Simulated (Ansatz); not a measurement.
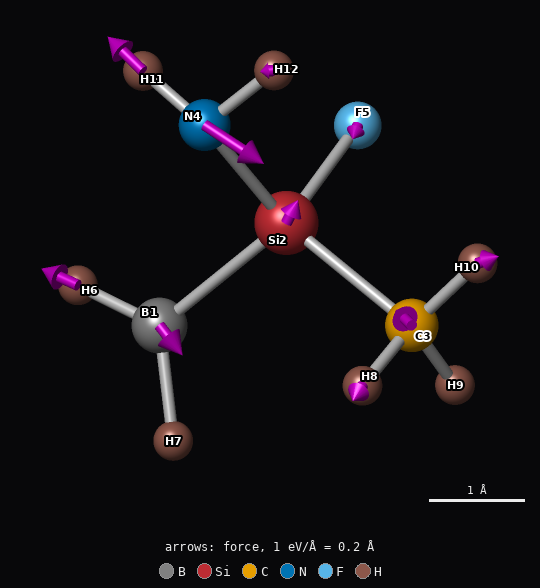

Starting geometry of CH7BFNSi (coarse preliminary run) with the computed forces as purple arrows. The picture is a ball-and-stick view, seen at a tilt.

The start comes from a force field.

Level of theory: Ansatz 0.2.0, RKS PBE-D4/def2-SVP. (force threshold 0.03 eV/Å; at most 200 steps)

Q: Is this structure relaxed? If not, where do the atoms go?

A: It isn't relaxed: the largest force vector, on N4, is 3.84 eV/Å. The final displacements have little in common with the starting forces (cosine between the two patterns 0.20). The atom that moves furthest after the best rigid fit is H12 (0.36 Å). By element the largest moves are H 0.36 Å, F 0.30 Å, N 0.17 Å, C 0.11 Å, Si 0.11 Å, B 0.11 Å. Some distances before and after: B1–H6 1.129 → 1.219 Å, B1–Si2 1.940 → 2.007 Å, N4–H11 0.971 → 1.022 Å, Si2–N4 1.784 → 1.734 Å. Among the angles between lasting bonds that change: Si2–N4–H12 106.1° → 123.0°, Si2–N4–H11 111.1° → 120.9°, B1–Si2–C3 111.5° → 119.2°. Over 9 accepted moves (10 points after the start) the energy falls by 11.7 kcal/mol. The largest force component goes from 3.2 to 0.016 eV/Å. The line search rejected the trial step at point 5 of the run. The run took 17 s on 4 threads of Arm Neoverse V1, with other jobs on the host.
